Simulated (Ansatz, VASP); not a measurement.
# BaZrO3: VASP beside Ansatz

Aim: how closely do two programs agree when they are given the same cell, functional and k mesh?

Program: Ansatz 0.2.0. Level of theory: plane waves, with VASP 6.6.1 beside it; single point at PBE. Results are calculated unless marked as measured.

## Step 1: The structure

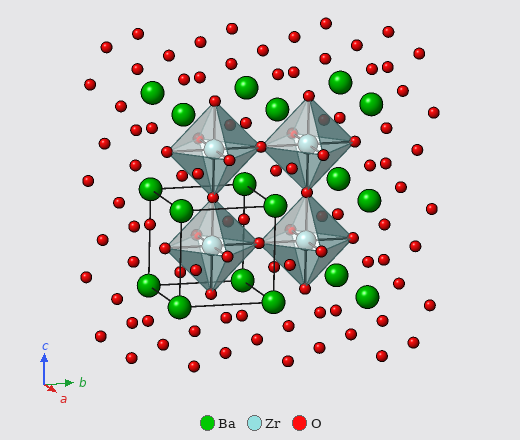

Start, viewed slightly off an axis; barium green, zirconium light teal, oxygen red. 1×2×2 cells are drawn. Some periodic images of atoms are drawn too.

## Step 2: VASP: single point, PBE

With cell and atoms fixed, the geometry can't cause a difference; cores, projectors, grids and the points listed under the comparison can.

Lines of VASP's logs that name or quote its potential files are left out, and so is its time.

INCAR reads:

```
SYSTEM = BaZrO3
PREC = Accurate
ENCUT = 520
EDIFF = 1E-07
NELM = 100
ISMEAR = 0
SIGMA = 0.01
LREAL = .FALSE.
ALGO = Normal
GGA = PE
NBANDS = 26
LORBIT = 11
LWAVE = .FALSE.
LCHARG = .FALSE.
KPAR = 2
```

POSCAR reads:

```
BaZrO3
1.0
    4.1913400000      0.0000000000      0.0000000000
    0.0000000000      4.1913400000      0.0000000000
    0.0000000000      0.0000000000      4.1913400000
Ba Zr O
1 1 3
Direct
    0.0000000000      0.0000000000      0.0000000000
    0.5000000000      0.5000000000      0.5000000000
    0.5000000000      0.5000000000      0.0000000000
    0.5000000000      0.0000000000      0.5000000000
    0.0000000000      0.5000000000      0.5000000000
```

KPOINTS reads:

```
Automatic mesh
0
Gamma
5 5 5
0 0 0
```

The projector-augmented-wave data sets are Ba_sv, Zr_sv and O (PBE family, release 64).

Run with:

```
> mpirun -np 2 vasp_std
```

Numbers of over 12 decimals in the logs are rounded to 6 here.

Log:

```text
[banner, memory and clock lines left out]
running    2 mpi-ranks, on    1 nodes
 distrk:  each k-point on    1 cores,    2 groups
 distr:  one band on    1 cores,    1 groups

 POSCAR found type information on POSCAR BaZrO
 POSCAR found :  3 types and       5 ions
 LDA part: xc-table for (Slater+PW92), standard interpolation
 POSCAR, INCAR and KPOINTS ok, starting setup
 FFT: planning ... GRIDC
 FFT: planning ... GRID_SOFT
 FFT: planning ... GRID
 WAVECAR not read
 entering main loop
       N       E                     dE             d eps       ncg     rms          rms(c)
DAV:   1     0.310774339864E+03    0.31077E+03   -0.22312E+04   520   0.152E+03
DAV:   2    -0.287797850985E+02   -0.33955E+03   -0.33050E+03   654   0.368E+02
DAV:   3    -0.487433645962E+02   -0.19964E+02   -0.19922E+02   828   0.856E+01
DAV:   4    -0.492504721771E+02   -0.50711E+00   -0.50668E+00   728   0.111E+01
DAV:   5    -0.492590397408E+02   -0.85676E-02   -0.85671E-02   740   0.112E+00    0.289E+01
DAV:   6    -0.417509978496E+02    0.75080E+01   -0.41301E+01   594   0.413E+01    0.128E+01
DAV:   7    -0.417009013140E+02    0.50097E-01   -0.29852E+00   740   0.985E+00    0.785E+00
DAV:   8    -0.416865026019E+02    0.14399E-01   -0.34379E-01   642   0.464E+00    0.706E-01
DAV:   9    -0.416829427449E+02    0.35599E-02   -0.58119E-02   740   0.142E+00    0.503E-01
DAV:  10    -0.416848125810E+02   -0.18698E-02   -0.15468E-02   710   0.108E+00    0.265E-01
DAV:  11    -0.416844068660E+02    0.40571E-03   -0.21605E-03   670   0.400E-01    0.375E-02
DAV:  12    -0.416844604846E+02   -0.53619E-04   -0.17101E-04   632   0.961E-02    0.314E-02
DAV:  13    -0.416844604684E+02    0.16181E-07   -0.22289E-05   762   0.294E-02    0.522E-03
DAV:  14    -0.416844606346E+02   -0.16620E-06   -0.21934E-06   600   0.116E-02    0.186E-03
DAV:  15    -0.416844606806E+02   -0.45992E-07   -0.39278E-07   592   0.460E-03
   1 F= -.41684461E+02 E0= -.41684461E+02  d E =-.140184E-13
```

Parts of OUTCAR (step 2):

```text
ion  position               nearest neighbor table
   1  0.000  0.000  0.000-   3 2.96   4 2.96   5 2.96   4 2.96   5 2.96   3 2.96   5 2.96   5 2.96
                             3 2.96   4 2.96   4 2.96   3 2.96   2 3.63   2 3.63   2 3.63   2 3.63
   2  0.500  0.500  0.500-   3 2.10   4 2.10   5 2.10   3 2.10   4 2.10   5 2.10   1 3.63   1 3.63
                             1 3.63   1 3.63   1 3.63   1 3.63   1 3.63   1 3.63
   3  0.500  0.500  0.000-   2 2.10   2 2.10   1 2.96   1 2.96   1 2.96   1 2.96
   4  0.500  0.000  0.500-   2 2.10   2 2.10   1 2.96   1 2.96   1 2.96   1 2.96
   5  0.000  0.500  0.500-   2 2.10   2 2.10   1 2.96   1 2.96   1 2.96   1 2.96

  LATTYP: Found a simple cubic cell.
 ALAT       =     4.1913400000

 Subroutine GETGRP returns: Found 48 space group operations
 (whereof 48 operations were pure point group operations)

The static configuration has the point symmetry O_h .

 Found     10 irreducible k-points:

   k-points           NKPTS =     10   k-points in BZ     NKDIM =     10   number of bands    NBANDS=     26

   dimension x,y,z NGX =    32 NGY =   32 NGZ =   32
   dimension x,y,z NGXF=    64 NGYF=   64 NGZF=   64

   ENCUT  =  520.0 eV  38.22 Ry    6.18 a.u.   7.79  7.79  7.79*2*pi/ulx,y,z

   NELECT =      40.0000    total number of electrons

 k-points in reciprocal lattice and weights: Automatic mesh
   0.00000000  0.00000000  0.00000000       0.008
   0.20000000  0.00000000  0.00000000       0.048
   0.40000000  0.00000000  0.00000000       0.048
   0.20000000  0.20000000  0.00000000       0.096
   0.40000000  0.20000000  0.00000000       0.192
   0.40000000  0.40000000  0.00000000       0.096
   0.20000000  0.20000000  0.20000000       0.064
   0.40000000  0.20000000  0.20000000       0.192
   0.40000000  0.40000000  0.20000000       0.192
   0.40000000  0.40000000  0.40000000       0.064

 average (electrostatic) potential at core
       1 -33.5726       2 -78.1323       3 -69.3290       4 -69.3290       5 -69.3290

 E-fermi :   3.7336

 k-point     1 :       0.0000    0.0000    0.0000
  band No.  band energies     occupation
    ...
     16       2.8045      2.00000
     17       2.8045      2.00000
     18       3.5665      2.00000
     19       3.5665      2.00000
     20       3.5665      2.00000
     21       6.9777      0.00000
     22       6.9777      0.00000
     23       6.9777      0.00000
     24       8.4436      0.00000
     25       8.4436      0.00000
    ...

 k-point     2 :       0.2000    0.0000    0.0000
  band No.  band energies     occupation
    ...
     16       2.4747      2.00000
     17       2.5354      2.00000
     18       2.7393      2.00000
     19       3.4554      2.00000
     20       3.4554      2.00000
     21       7.1136      0.00000
     22       7.8118      0.00000
     23       7.8118      0.00000
     24       9.0396      0.00000
     25       9.0725      0.00000
    ...

 k-point     3 :       0.4000    0.0000    0.0000
  band No.  band energies     occupation
    ...
     16       2.1060      2.00000
     17       2.1060      2.00000
     18       2.1658      2.00000
     19       3.3507      2.00000
     20       3.3507      2.00000
     21       7.3729      0.00000
     22       9.2184      0.00000
     23       9.2184      0.00000
     24      10.0373      0.00000
     25      10.2443      0.00000
    ...

  Total        2.3470568      2.3470568      2.3470568     -0.0000000     -0.0000000     -0.0000000
  in kB       51.0711356     51.0711356     51.0711356     -0.0000000     -0.0000000     -0.0000000
  external PRESSURE =      51.0711356 kB  Pullay stress =       0.0000000 kB

  energy-cutoff  :      520.00
  volume of cell :       73.63
      direct lattice vectors                 reciprocal lattice vectors
     4.191340000  0.000000000  0.000000000     0.238587182  0.000000000  0.000000000
     0.000000000  4.191340000  0.000000000     0.000000000  0.238587182  0.000000000
     0.000000000  0.000000000  4.191340000     0.000000000  0.000000000  0.238587182

 POSITION                                       TOTAL-FORCE (eV/Angst)
 -----------------------------------------------------------------------------------
      0.00000      0.00000      0.00000         0.000000      0.000000      0.000000
      2.09567      2.09567      2.09567         0.000000      0.000000      0.000000
      2.09567      2.09567      0.00000         0.000000      0.000000      0.000000
      2.09567      0.00000      2.09567         0.000000      0.000000      0.000000
      0.00000      2.09567      2.09567         0.000000      0.000000      0.000000
 -----------------------------------------------------------------------------------
    total drift:                                0.000000     -0.000000     -0.000000

  FREE ENERGIE OF THE ION-ELECTRON SYSTEM (eV)
  ---------------------------------------------------
  free  energy   TOTEN  =       -41.6844606806 eV

  energy  without entropy=      -41.6844606806  energy(sigma->0) =      -41.68446068

 total charge
# of ion       s       p       d       tot
------------------------------------------
    1        2.002   5.634   0.271   7.907
    2        2.200   6.087   1.431   9.718
    3        1.562   3.487   0.000   5.049
    4        1.562   3.487   0.000   5.049
    5        1.562   3.487   0.000   5.049
--------------------------------------------------
tot          8.886  22.183   1.702  32.771

[... 3 further parts left out ...]
```

The run ends at a pressure of 5.11 GPa.

## Step 3: Ansatz: single point, PBE

Ansatz runs on its default PAW (the set named soft_2) files.

The same cell, functional, mesh and smearing now go to Ansatz, which takes its cutoff from its data sets.

input.yaml reads:

```yaml
crystal:
  lattice:
    - [4.19134, 0.0, 0.0]
    - [0.0, 4.19134, 0.0]
    - [0.0, 0.0, 4.19134]
  atoms:
    - { symbol: Ba, position: [0.0, 0.0, 0.0] }
    - { symbol: Zr, position: [0.5, 0.5, 0.5] }
    - { symbol: O, position: [0.5, 0.5, 0.0] }
    - { symbol: O, position: [0.5, 0.0, 0.5] }
    - { symbol: O, position: [0.0, 0.5, 0.5] }
hamiltonian:
  xc: pbe
  pseudopotentials: { kind: paw }
kpoints:
  mp_grid: { grid: [5, 5, 5] }
scf:
  occupations: { method: gaussian, width: 0.01 }
  n_extra_bands: 5
output:
  forces: true
  stress: true
  eigenvalues: true
  write_density: true
  write_potential: true
  elf: true
  volumetric_format: npy
```

Run with:

```
> ansatz run input.yaml --threads 2 --pin off --max-ram 4608MiB --backend cpu --events-out ev --progress --plain --runs-dir out
```

Log:

```text
scf.n_extra_bands = 5 over 20 filled bands (N_el = 40.0): the run solves 25 bands
Engine: ansatz 0.2.0, x86_64-unknown-linux-gnu
Pseudopotentials: kind: paw
Pseudopotential: Ba, paw, valence charge 10, recommended cutoff 420 eV (normal), Ba.paw.azcp
Pseudopotential: Zr, paw, valence charge 12, recommended cutoff 420 eV (normal), Zr.paw.azcp
Pseudopotential: O, paw, valence charge 6, recommended cutoff 420 eV (normal), O.paw.azcp
Functional definition: PBE
  parameter kappa = 0.804
  parameter beta = 0.066725
  exchange = pbe_x(kappa = kappa, mu = beta*pi^2/3)
  correlation = pbe_c(beta = beta)
Crystal: 5 atoms, lattice volume = 73.631 Å³
Basis set: ecut = 420 eV, 1419 PW (Γ), exchange–correlation on 60×60×60 points (8 copies of the dense FFT grid, shifted against one another)
Bands: 25, of which v1, the nominal top of the filled ones, is band 20 counted from 1 (19 counted from 0)
Symmetry: 48 space group operations
Space group: Pm-3m (ITA 221), of the structure as read, at distance tolerance 4.2e-5 Å
k-points: 10 of 125
Non-local potential: Ba, projectors of the file, l = 0: 3, l = 1: 2, l = 2: 2, l = 3: 2
Non-local potential: Zr, projectors of the file, l = 0: 3, l = 1: 2, l = 2: 2, l = 3: 2
Non-local potential: O, projectors of the file, l = 0: 2, l = 1: 2, l = 2: 1
PAW form: soft (Blöchl's): semilocal exchange-correlation on the pseudo side does not see the compensation charge
PAW one-centre angular grid: Ba, 194 points (default); XC on 64 Gauss nodes
PAW one-centre angular grid: Zr, 590 points (default); XC on 64 Gauss nodes
PAW one-centre angular grid: O, 110 points (default); XC on 64 Gauss nodes
Initial density: superposition of atomic densities (neutral atoms: chi_scale 0, normalization atom), corrected by the library's trained network
Initial wavefunctions: pseudopotential atomic-orbital guess
Functional: x = pbe(κ = 0.804, μ = 0.219515), c = pbe(β = 0.066725)
SCF iter   1: F=—  HF=-11844.670037 eV  |F-HF|=—  |Δ(HF+E_count)|=         —  Δρ=7.98e-4  dr2=2.03e-4  ethr=1.77e-3  ⟨swp⟩=7.0  Hψ=1300  notcnv=0
preconditioner: auto → Resta (q_TF=auto, 2.464 Å⁻¹)  ε∞=3.7  [insulator: Δε(μ)=3.333 eV  Ē_g=16.141 eV  σ=0.010 eV  W_gap=1.00  n_scr=18 (ndim 8)  ℏωp=26.7 eV  f_vac=0.000  D(μ)=0.00/eV (n_scr^D=0)  ε∞_Penn≈3.7]
SCF iter   2: F=—  HF=-11844.669886 eV  |F-HF|=—  |Δ(HF+E_count)|=   1.51e-4  Δρ=4.32e-4  dr2=6.19e-5  ethr=5.08e-7  ⟨swp⟩=2.7  Hψ=638  notcnv=0  defer=10
SCF iter   3: F=—  HF=-11844.669943 eV  |F-HF|=—  |Δ(HF+E_count)|=   5.72e-5  Δρ=3.12e-4  dr2=5.21e-5  ethr=1.55e-7  ⟨swp⟩=2.0  Hψ=400  notcnv=0  defer=10
SCF iter   4: F=—  HF=-11844.669934 eV  |F-HF|=—  |Δ(HF+E_count)|=   8.45e-6  Δρ=8.81e-5  dr2=1.85e-6  ethr=1.30e-7  ⟨swp⟩=2.0  Hψ=348  notcnv=0  defer=10
iter 5 did not close the SCF: its close was put off for the readings that it lacked (scf_convergence_deferred on its scf_iter line)
SCF iter   5: F=-11844.669940 eV  HF=-11844.669940 eV  |F-HF|=3.53e-8  |Δ(HF+E_count)|=   5.74e-6  Δρ=8.69e-6  dr2=3.38e-8  ethr=4.62e-9  ⟨swp⟩=2.1  Hψ=418  notcnv=0  defer=10
SCF iter   6: F=-11844.669940 eV  HF=-11844.669940 eV  |F-HF|=1.36e-9  |Δ(HF+E_count)|=   4.56e-8  Δρ=1.72e-6  dr2=1.82e-9  ethr=8.44e-11  ⟨swp⟩=10.7  Hψ=1875  notcnv=0
SCF 1 converged in 6 iterations: F = -11844.669940 eV  dr2 = 1.82e-9
  greatest PAW one-centre occupation: 0.995 electrons in one spin orbital (limit 2), on the Zr atom at site 1 (counted from 0), in its partial waves of l = 0
SCF converged after 6 iterations
Free energy (F): -11844.669940 eV
Harris-Foulkes:  -11844.669940 eV  (|F-HF|=1.36e-9)
Internal energy: -11844.669940 eV  (E = F + TS)
E sigma→0 (E₀):  -11844.669940 eV
Fermi energy:    11.397343 eV
--- Per-component energies (eV) ---
  E_band       = -90.944194
  E_kinetic    = 1034.024570
  E_local      = -1940.223354  (includes V_loc(G=0)·N_el)
  E_nonlocal   = 275.975811
  E_hartree    = 688.070394
  E_xc         = -556.320663
  E_vxc        = -615.807657  (∫ρ·V_xc dr)
  E_paw        = -8652.427073  (= ΣΔE_a)
  E_vpaw       = -221.061317  (= ΣTr[D̂ρ^β])
  E_aug_tail   = 0.007365  (compensation charges beyond the density's cutoff)
  E_ewald      = -2693.776990
  E_smearing   = -0.000000  (= −TS)
  E_closure    = -0.000000  (closes the sum)
  Σ components = -11844.669940   (vs F -11844.669940, Δ=0.00e0)
--- Forces (eV/Å), atoms counted from 1 ---
  atom   1  Ba    -0.00000000     0.00000000    -0.00000000
  atom   2  Zr     0.00000000     0.00000000    -0.00000000
  atom   3  O     -0.00000000    -0.00000000    -0.00000000
  atom   4  O     -0.00000000    -0.00000000     0.00000000
  atom   5  O      0.00000000     0.00000000     0.00000000
  max |Σ_I F_I| component: 3.26e-29 eV/Å
--- Stress (GPa, compression-positive) ---
        4.053724      -0.000000       0.000000
       -0.000000       4.053724       0.000000
        0.000000       0.000000       4.053724
  P = ⅓ Tr σ = 4.0537 GPa (40.537 kbar)
--- Band table (eV; the first three rows and the last of 10) ---
  k-point 0: bands = [... 16 lower, 8.8324, 9.6347, 9.6347, 9.6347, 13.0698, 13.0698, 13.0698, 14.5808, ... 1 higher]
  k-point 1: bands = [... 16 lower, 8.5869, 8.8128, 9.5230, 9.5230, 13.1838, 13.8901, 13.8901, 15.1542, ... 1 higher]
  k-point 2: bands = [... 16 lower, 8.1633, 8.2457, 9.4180, 9.4180, 13.3959, 15.2758, 15.2758, 16.1534, ... 1 higher]
  k-point 9: bands = [... 16 lower, 7.3593, 9.6142, 9.6142, 9.7248, 15.8525, 16.0132, 16.0132, 16.8270, ... 1 higher]
```

Run time: 1.6 s. Hardware: 2 threads of Intel Xeon Platinum 8259CL at 2.50GHz (Skylake/Cascade Lake), shared host; peak memory 0.41 GiB.

The run ends at a pressure of 4.05 GPa.

## Step 4: Side by side

Known differences besides the PAW data sets themselves: the cutoff is 420 eV in Ansatz and 520 eV in VASP; VASP leaves aspherical gradient terms in its spheres out (LASPH is not set), Ansatz keeps them. Total energies have different zeros and are not compared.

Compared:

```csv
quantity,Ansatz,VASP,difference
pressure (GPa),4.05,5.11,-1.05
gap on the k mesh (eV),3.345,3.293,+0.052
```

Ansatz's pressure holds a Pulay correction of 0.49 GPa; VASP's holds none.

## Step 5: Further runs

The difference is large enough to ask for its cause, so further runs change the set-up of one program at a time, as the table lists.

```csv
run,difference in pressure (GPa)
as above,-1.1
Ansatz's larger PAW set (cutoff 900 eV),-1.1
norm-conserving potentials (cutoff 1240 eV),-1.1
```

## Step 6: Results

- difference in pressure (single point, PBE): -1.1 GPa
- difference in gap on the k mesh (single point, PBE): 0.052 eV

**Reading.** The difference in pressure is -1.1 GPa (single point, PBE), beyond the 1 GPa picked in this series as the mark of a large difference. For single point, PBE: no further run halves the difference in pressure; only Ansatz's side was varied, and Ansatz's runs with other potentials lie closer to each other than to VASP, which for this quantity points to VASP's side; this was not tested here. Differences of this kind measure data sets and numerical settings, not the functional's error against experiment.

[Lines on the potential files, build, host, timing and source positions are cut from VASP's logs without a mark.]

[Logs are printed without paths, hosts, clocks, repeated set-up lines and the standing remarks that a program may print on its own settings, such as how far it seeks lower states.]

[Hosts, paths, dates, database ids (printed as entryN), source tags and the programs' standing remarks are cut or masked in the printed files.]
